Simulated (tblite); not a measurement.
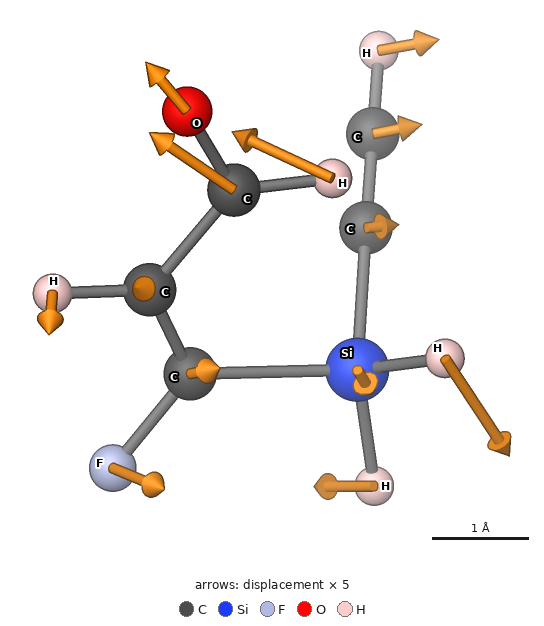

This is a relaxation of C₅H₅FOSi. The starting structure is drawn; orange arrows show the displacements, 5 times their true length. The two geometries are superimposed by the best rigid fit.

The picture is a ball-and-stick view, seen from a free direction.

These are results of GFN2-xTB geometry optimisation, gas phase (tblite 0.8.0), not measurements. 

Describe the change and its energy.

Answer. The largest move after the best rigid fit is that of an H atom, 0.30 Å. Largest moves by element: H 0.30 Å, C 0.23 Å, F 0.21 Å, O 0.14 Å, Si 0.11 Å. Among the contacts that change: C–O 1.276 → 1.204 Å, C–Si 1.878 → 1.914 Å, C–Si 1.818 → 1.847 Å, C–H 1.088 → 1.110 Å. Bond angles that change, for instance: C–C–H 125.1° → 113.7°, C–C–O 116.2° → 125.2°, Si–C–C 121.5° → 129.7°. The energy falls by 0.411 eV in 81 geometry steps.
